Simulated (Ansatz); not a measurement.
Nudged elastic band of TaH3Cl3OF (part 1 of 2)

TaH3Cl3OF, computed with RHF/def2-SVP (Ansatz 0.2.0).

The run did not end well. It belongs to a series of runs on one base structure; here: band between the two ends.

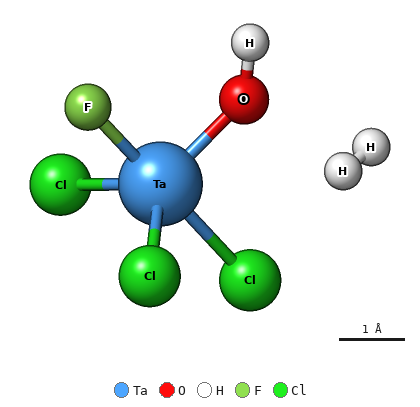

Fig. 1: The starting structure (ball-and-stick view, seen at a tilt). Sticks mark near contacts. Bond lengths as drawn: Cl–Ta 2.32 to 2.35 Å, F–Ta 1.89 Å, H–H 0.75 Å, H–O 0.95 Å and O–Ta 1.85 Å.

### Input file
```yaml
crystal:
  periodic: [false, false, false]
  atoms:
    - { symbol: Ta, position_ang: [-0.183218, 0.41242, 0.006638] }
    - { symbol: O, position_ang: [1.663778, 0.315382, -0.080688] }
    - { symbol: H, position_ang: [2.38154, 0.157061, 0.518399] }
    - { symbol: F, position_ang: [-0.052825, 0.079116, 1.860626] }
    - { symbol: Cl, position_ang: [-0.356348, 0.822951, -2.301968] }
    - { symbol: Cl, position_ang: [-1.162375, 2.446932, 0.518445] }
    - { symbol: Cl, position_ang: [-1.425014, -1.534831, -0.172767] }
    - { symbol: H, position_ang: [1.745899, -3.340281, -0.795461] }
    - { symbol: H, position_ang: [2.329264, -2.935148, -1.026423] }
basis:
  gaussian: { orbitals: def2-SVP }
hamiltonian:
  xc: hf
neb:
  order_check: false
  images: 5
  f_tol: 0.03
  max_iterations: 60
  optimiser: lbfgs
  climbing: immediate
  final_atoms:
    - { symbol: Ta, position_ang: [-0.24370193, -0.50128596, -0.13238874] }
    - { symbol: O, position_ang: [2.03598738, -0.24471619, -0.09758293] }
    - { symbol: H, position_ang: [2.46161457, 0.58178884, 0.09869692] }
    - { symbol: F, position_ang: [0.00527435, -1.11329262, 1.62547728] }
    - { symbol: Cl, position_ang: [-0.17150076, -0.11564549, -2.45829952] }
    - { symbol: Cl, position_ang: [0.08332183, 1.78163001, 0.46982237] }
    - { symbol: Cl, position_ang: [-2.46812254, -1.07321764, -0.10802349] }
    - { symbol: H, position_ang: [0.56716581, -1.97647577, -0.55824851] }
    - { symbol: H, position_ang: [2.67066229, -0.91518316, -0.31265239] }
  initial_path:
    images:
      - { positions_ang: [[-0.183218, 0.41242, 0.006638], [1.663778, 0.315382, -0.080688], [2.38154, 0.157061, 0.518399], [-0.052825, 0.079116, 1.860626], [-0.356348, 0.822951, -2.301968], [-1.162375, 2.446932, 0.518445], [-1.425014, -1.534831, -0.172767], [1.745899, -3.340281, -0.795461], [2.329264, -2.935148, -1.026423]] }
      - { positions_ang: [[-0.11993708, 0.27589758, 0.009256], [1.90115759, 0.20609974, -0.06758254], [2.49704045, -0.07820232, 0.59180627], [-0.01786149, 0.05100763, 1.88839738], [-0.25474201, 0.55302406, -2.35291258], [-1.17957504, 2.34787843, 0.36303302], [-1.36402184, -1.73258801, -0.10351277], [1.37531297, -2.80407931, -0.86007895], [2.10332746, -2.39543581, -0.94160484]] }
      - { positions_ang: [[-0.05665617, 0.13937515, 0.01187401], [2.13853717, 0.09681748, -0.05447708], [2.6125409, -0.31346563, 0.66521353], [0.01710202, 0.02289927, 1.91616877], [-0.15313602, 0.28309713, -2.40385715], [-1.19677509, 2.24882487, 0.20762104], [-1.30302968, -1.93034502, -0.03425854], [1.00472694, -2.26787762, -0.9246969], [1.87739093, -1.85572362, -0.85678668]] }
      - { positions_ang: [[0.00662475, 0.00285273, 0.01449201], [2.37591676, -0.01246479, -0.04137162], [2.72804134, -0.54872895, 0.7386208], [0.05206553, -0.0052091, 1.94394015], [-0.05153004, 0.01317019, -2.45480173], [-1.21397513, 2.1497713, 0.05220906], [-1.24203752, -2.12810202, 0.0349957], [0.63414091, -1.73167594, -0.98931486], [1.65145439, -1.31601143, -0.77196851]] }
      - { positions_ang: [[-0.07681748, -0.1651935, -0.03446824], [2.26260696, -0.08988192, -0.06010872], [2.63923242, -0.17188968, 0.52531284], [0.03646847, -0.37457027, 1.83778586], [-0.09152028, -0.02976837, -2.45596766], [-0.78154281, 2.02705754, 0.1914135], [-1.65073252, -1.7764739, -0.01267737], [0.61181588, -1.81327588, -0.84562607], [1.99119036, -1.18240201, -0.61886314]] }
      - { positions_ang: [[-0.1602597, -0.33323973, -0.08342849], [2.14929717, -0.16729906, -0.07884582], [2.55042349, 0.20494958, 0.31200488], [0.02087141, -0.74393145, 1.73163157], [-0.13151052, -0.07270693, -2.45713359], [-0.34911049, 1.90434377, 0.33061793], [-2.05942753, -1.42484577, -0.06035043], [0.58949084, -1.89487583, -0.70193729], [2.33092632, -1.04879259, -0.46575776]] }
      - { positions_ang: [[-0.24370193, -0.50128596, -0.13238874], [2.03598738, -0.24471619, -0.09758293], [2.46161457, 0.58178884, 0.09869692], [0.00527435, -1.11329262, 1.62547728], [-0.17150076, -0.11564549, -2.45829952], [0.08332183, 1.78163001, 0.46982237], [-2.46812254, -1.07321764, -0.10802349], [0.56716581, -1.97647577, -0.55824851], [2.67066229, -0.91518316, -0.31265239]] }
```

Command:
```bash
ansatz run input.yaml --threads 2 --pin off --max-ram 3072MiB --backend cpu --events-out ev --progress --plain --runs-dir out
```

### The program's output
```
Engine: ansatz 0.2.0, x86_64-unknown-linux-gnu
Functional definition: HF
  exchange = exact_x
  correlation = 0
1306 factors; integrals over basis functions are off by at most 3.0e-4 eV
mean field evaluation 1: about -43820.0629 eV, gradient 5.6e1 eV
mean field evaluation 2: about -43820.2363 eV, gradient 5.7e1 eV
mean field evaluation 4: about -43827.0596 eV, gradient 3.2e0 eV
mean field evaluation 8: about -43827.1217 eV, gradient 4.0e-1 eV
mean field -43827.12262300 eV, -1610.6170493044 hartree, gradient 2.0e-5 eV, S^2 0.000000; 0 other end points of the search recorded, 0 dependent functions left out
the calculation of the forces begins
reference -43827.12262300 eV, -1610.6170493044 hartree; 42, 42 occupied and 87, 87 virtual orbitals, 1306 factors
1308 factors; integrals over basis functions are off by at most 1.2e-3 eV
mean field evaluation 16: about -43820.8036 eV, gradient 5.0e1 eV
mean field -43826.86156573 eV, -1610.6074556268 hartree, gradient 7.0e-5 eV, S^2 0.000000; 0 other end points of the search recorded, 0 dependent functions left out
[... from here on the field's lines of each further geometry are left out, up to the last ...]
NEB iter   1: max|band force component| = 3.397e1 eV/Å  barrier→ = 6.7822 eV  barrier← = 6.5211 eV  CI = image 4  Δτ_max = 0.2000 Å  (289 SCF iters)
NEB iter   2: max|band force component| = 8.822e0 eV/Å  barrier→ = 4.6962 eV  barrier← = 4.4352 eV  CI = image 3  Δτ_max = 0.1461 Å  (218 SCF iters)
NEB iter   3: max|band force component| = 6.745e0 eV/Å  barrier→ = 3.6219 eV  barrier← = 3.3609 eV  CI = image 3  Δτ_max = 0.0597 Å  (207 SCF iters)
NEB iter   4: max|band force component| = 4.886e0 eV/Å  barrier→ = 2.7785 eV  barrier← = 2.5174 eV  CI = image 3  Δτ_max = 0.1511 Å  (204 SCF iters)
NEB iter   5: max|band force component| = 3.702e0 eV/Å  barrier→ = 2.0041 eV  barrier← = 1.7431 eV  CI = image 3  Δτ_max = 0.0476 Å  (208 SCF iters)
NEB iter   6: max|band force component| = 2.190e0 eV/Å  barrier→ = 1.7036 eV  barrier← = 1.4425 eV  CI = image 3  Δτ_max = 0.0324 Å  (201 SCF iters)
NEB iter   7: max|band force component| = 1.117e0 eV/Å  barrier→ = 1.5484 eV  barrier← = 1.2874 eV  CI = image 3  Δτ_max = 0.0683 Å  (203 SCF iters)
NEB iter   8: max|band force component| = 1.231e0 eV/Å  barrier→ = 1.3981 eV  barrier← = 1.1371 eV  CI = image 4  Δτ_max = 0.0183 Å  (204 SCF iters)
NEB iter   9: max|band force component| = 1.237e0 eV/Å  barrier→ = 1.4307 eV  barrier← = 1.1696 eV  CI = image 4  Δτ_max = 0.0182 Å  (203 SCF iters)
NEB iter  10: max|band force component| = 1.123e0 eV/Å  barrier→ = 1.4665 eV  barrier← = 1.2054 eV  CI = image 4  Δτ_max = 0.0585 Å  (206 SCF iters)
NEB iter  11: max|band force component| = 2.300e0 eV/Å  barrier→ = 1.6091 eV  barrier← = 1.3481 eV  CI = image 4  Δτ_max = 0.0469 Å  (203 SCF iters)
NEB iter  12: max|band force component| = 2.697e0 eV/Å  barrier→ = 1.6481 eV  barrier← = 1.3870 eV  CI = image 4  Δτ_max = 0.0494 Å  (203 SCF iters)
NEB iter  13: max|band force component| = 2.705e0 eV/Å  barrier→ = 1.6916 eV  barrier← = 1.4305 eV  CI = image 4  Δτ_max = 0.0501 Å  (204 SCF iters)
NEB iter  14: max|band force component| = 2.920e0 eV/Å  barrier→ = 1.7352 eV  barrier← = 1.4742 eV  CI = image 4  Δτ_max = 0.0522 Å  (206 SCF iters)
NEB iter  15: max|band force component| = 2.898e0 eV/Å  barrier→ = 1.7819 eV  barrier← = 1.5208 eV  CI = image 4  Δτ_max = 0.0153 Å  (206 SCF iters)
NEB iter  16: max|band force component| = 1.314e0 eV/Å  barrier→ = 1.8008 eV  barrier← = 1.5397 eV  CI = image 4  Δτ_max = 0.0478 Å  (204 SCF iters)
NEB iter  17: max|band force component| = 2.084e0 eV/Å  barrier→ = 1.9309 eV  barrier← = 1.6699 eV  CI = image 4  Δτ_max = 0.0356 Å  (205 SCF iters)
NEB iter  18: max|band force component| = 2.060e0 eV/Å  barrier→ = 1.9817 eV  barrier← = 1.7207 eV  CI = image 4  Δτ_max = 0.0154 Å  (206 SCF iters)
NEB iter  19: max|band force component| = 1.916e0 eV/Å  barrier→ = 2.0266 eV  barrier← = 1.7656 eV  CI = image 4  Δτ_max = 0.2000 Å  (188 SCF iters)
NEB iter  20: max|band force component| = 1.038e0 eV/Å  barrier→ = 2.5109 eV  barrier← = 2.2498 eV  CI = image 4  Δτ_max = 0.2000 Å  (205 SCF iters)
NEB iter  21: max|band force component| = 5.848e0 eV/Å  barrier→ = 2.7198 eV  barrier← = 2.4588 eV  CI = image 4  Δτ_max = 0.1275 Å  (208 SCF iters)
NEB iter  22: max|band force component| = 4.124e0 eV/Å  barrier→ = 2.6836 eV  barrier← = 2.4225 eV  CI = image 4  Δτ_max = 0.0410 Å  (199 SCF iters)
NEB iter  23: max|band force component| = 2.377e0 eV/Å  barrier→ = 2.3400 eV  barrier← = 2.0789 eV  CI = image 4  Δτ_max = 0.0569 Å  (202 SCF iters)
NEB iter  24: max|band force component| = 2.373e0 eV/Å  barrier→ = 2.2806 eV  barrier← = 2.0195 eV  CI = image 4  Δτ_max = 0.0198 Å  (183 SCF iters)
NEB iter  25: max|band force component| = 1.378e0 eV/Å  barrier→ = 2.1990 eV  barrier← = 1.9380 eV  CI = image 4  Δτ_max = 0.0827 Å  (180 SCF iters)
NEB iter  26: max|band force component| = 1.709e0 eV/Å  barrier→ = 2.1138 eV  barrier← = 1.8527 eV  CI = image 4  Δτ_max = 0.0256 Å  (203 SCF iters)
NEB iter  27: max|band force component| = 1.441e0 eV/Å  barrier→ = 2.1078 eV  barrier← = 1.8467 eV  CI = image 4  Δτ_max = 0.0962 Å  (205 SCF iters)
NEB iter  28: max|band force component| = 3.487e0 eV/Å  barrier→ = 2.2301 eV  barrier← = 1.9691 eV  CI = image 4  Δτ_max = 0.0645 Å  (200 SCF iters)
NEB iter  29: max|band force component| = 2.139e0 eV/Å  barrier→ = 2.2169 eV  barrier← = 1.9559 eV  CI = image 4  Δτ_max = 0.0194 Å  (200 SCF iters)
NEB iter  30: max|band force component| = 1.521e0 eV/Å  barrier→ = 2.1459 eV  barrier← = 1.8849 eV  CI = image 4  Δτ_max = 0.0324 Å  (203 SCF iters)
NEB iter  31: max|band force component| = 1.237e0 eV/Å  barrier→ = 2.1484 eV  barrier← = 1.8874 eV  CI = image 4  Δτ_max = 0.0674 Å  (206 SCF iters)
NEB iter  32: max|band force component| = 3.172e0 eV/Å  barrier→ = 2.2341 eV  barrier← = 1.9730 eV  CI = image 4  Δτ_max = 0.0533 Å  (205 SCF iters)
NEB iter  33: max|band force component| = 1.925e0 eV/Å  barrier→ = 2.2181 eV  barrier← = 1.9571 eV  CI = image 4  Δτ_max = 0.0161 Å  (200 SCF iters)
NEB iter  34: max|band force component| = 1.004e0 eV/Å  barrier→ = 2.1650 eV  barrier← = 1.9039 eV  CI = image 4  Δτ_max = 0.0206 Å  (204 SCF iters)
NEB iter  35: max|band force component| = 8.158e-1 eV/Å  barrier→ = 2.1560 eV  barrier← = 1.8949 eV  CI = image 4  Δτ_max = 0.0418 Å  (203 SCF iters)
NEB iter  36: max|band force component| = 1.818e0 eV/Å  barrier→ = 2.1643 eV  barrier← = 1.9033 eV  CI = image 4  Δτ_max = 0.0311 Å  (206 SCF iters)
NEB iter  37: max|band force component| = 1.190e0 eV/Å  barrier→ = 2.1489 eV  barrier← = 1.8878 eV  CI = image 4  Δτ_max = 0.0088 Å  (205 SCF iters)
NEB iter  38: max|band force component| = 5.852e-1 eV/Å  barrier→ = 2.1320 eV  barrier← = 1.8709 eV  CI = image 4  Δτ_max = 0.0156 Å  (206 SCF iters)
NEB iter  39: max|band force component| = 5.347e-1 eV/Å  barrier→ = 2.1209 eV  barrier← = 1.8599 eV  CI = image 4  Δτ_max = 0.0346 Å  (206 SCF iters)
NEB iter  40: max|band force component| = 1.234e0 eV/Å  barrier→ = 2.1047 eV  barrier← = 1.8437 eV  CI = image 4  Δτ_max = 0.0202 Å  (204 SCF iters)
NEB iter  41: max|band force component| = 8.249e-1 eV/Å  barrier→ = 2.0948 eV  barrier← = 1.8337 eV  CI = image 4  Δτ_max = 0.0063 Å  (203 SCF iters)
NEB iter  42: max|band force component| = 3.498e-1 eV/Å  barrier→ = 2.0867 eV  barrier← = 1.8256 eV  CI = image 4  Δτ_max = 0.0065 Å  (183 SCF iters)
NEB iter  43: max|band force component| = 2.886e-1 eV/Å  barrier→ = 2.0810 eV  barrier← = 1.8200 eV  CI = image 4  Δτ_max = 0.0252 Å  (182 SCF iters)
NEB iter  44: max|band force component| = 8.190e-1 eV/Å  barrier→ = 2.0643 eV  barrier← = 1.8033 eV  CI = image 4  Δτ_max = 0.0142 Å  (206 SCF iters)
NEB iter  45: max|band force component| = 7.342e-1 eV/Å  barrier→ = 2.0571 eV  barrier← = 1.7960 eV  CI = image 4  Δτ_max = 0.0053 Å  (202 SCF iters)
NEB iter  46: max|band force component| = 3.191e-1 eV/Å  barrier→ = 2.0530 eV  barrier← = 1.7919 eV  CI = image 4  Δτ_max = 0.0064 Å  (183 SCF iters)
NEB iter  47: max|band force component| = 2.817e-1 eV/Å  barrier→ = 2.0477 eV  barrier← = 1.7867 eV  CI = image 4  Δτ_max = 0.0274 Å  (183 SCF iters)
NEB iter  48: max|band force component| = 9.597e-1 eV/Å  barrier→ = 2.0296 eV  barrier← = 1.7685 eV  CI = image 4  Δτ_max = 0.0160 Å  (205 SCF iters)
NEB iter  49: max|band force component| = 8.912e-1 eV/Å  barrier→ = 2.0228 eV  barrier← = 1.7618 eV  CI = image 4  Δτ_max = 0.0065 Å  (204 SCF iters)
NEB iter  50: max|band force component| = 3.186e-1 eV/Å  barrier→ = 2.0198 eV  barrier← = 1.7587 eV  CI = image 4  Δτ_max = 0.0050 Å  (183 SCF iters)
NEB iter  51: max|band force component| = 3.206e-1 eV/Å  barrier→ = 2.0158 eV  barrier← = 1.7547 eV  CI = image 4  Δτ_max = 0.0049 Å  (171 SCF iters)
NEB iter  52: max|band force component| = 3.215e-1 eV/Å  barrier→ = 2.0122 eV  barrier← = 1.7511 eV  CI = image 4  Δτ_max = 0.0049 Å  (164 SCF iters)
NEB iter  53: max|band force component| = 3.222e-1 eV/Å  barrier→ = 2.0086 eV  barrier← = 1.7476 eV  CI = image 4  Δτ_max = 0.0049 Å  (160 SCF iters)
NEB iter  54: max|band force component| = 3.219e-1 eV/Å  barrier→ = 2.0052 eV  barrier← = 1.7441 eV  CI = image 4  Δτ_max = 0.0574 Å  (162 SCF iters)
NEB iter  55: max|band force component| = 1.424e0 eV/Å  barrier→ = 1.9669 eV  barrier← = 1.7058 eV  CI = image 4  Δτ_max = 0.0268 Å  (204 SCF iters)
NEB iter  56: max|band force component| = 1.443e0 eV/Å  barrier→ = 1.9640 eV  barrier← = 1.7029 eV  CI = image 4  Δτ_max = 0.0254 Å  (194 SCF iters)
NEB iter  57: max|band force component| = 1.371e0 eV/Å  barrier→ = 1.9612 eV  barrier← = 1.7002 eV  CI = image 4  Δτ_max = 0.0115 Å  (193 SCF iters)
NEB iter  58: max|band force component| = 3.035e-1 eV/Å  barrier→ = 1.9609 eV  barrier← = 1.6998 eV  CI = image 4  Δτ_max = 0.0029 Å  (176 SCF iters)
NEB iter  59: max|band force component| = 2.993e-1 eV/Å  barrier→ = 1.9592 eV  barrier← = 1.6981 eV  CI = image 4  Δτ_max = 0.0362 Å  (159 SCF iters)
the calculation of the forces begins
reference -43825.18362709 eV, -1610.5457925193 hartree; 42, 42 occupied and 87, 87 virtual orbitals, 1306 factors
these checks for a lower state are left out or cut short: starts, cluster_reference, orbital_swaps, neighbouring_geometries, increment
1308 factors; integrals over basis functions are off by at most 9.7e-4 eV
mean field -43826.60624934 eV, -1610.5980729227 hartree, gradient 1.4e-5 eV, S^2 0.000000; 0 other end points of the search recorded, 0 dependent functions left out
the calculation of the forces begins
reference -43826.60624934 eV, -1610.5980729227 hartree; 42, 42 occupied and 87, 87 virtual orbitals, 1308 factors
NEB iter  60: max|band force component| = 1.181e0 eV/Å  barrier→ = 1.9390 eV  barrier← = 1.6779 eV  CI = image 4  Δτ_max = 0.0187 Å  (205 SCF iters)
```
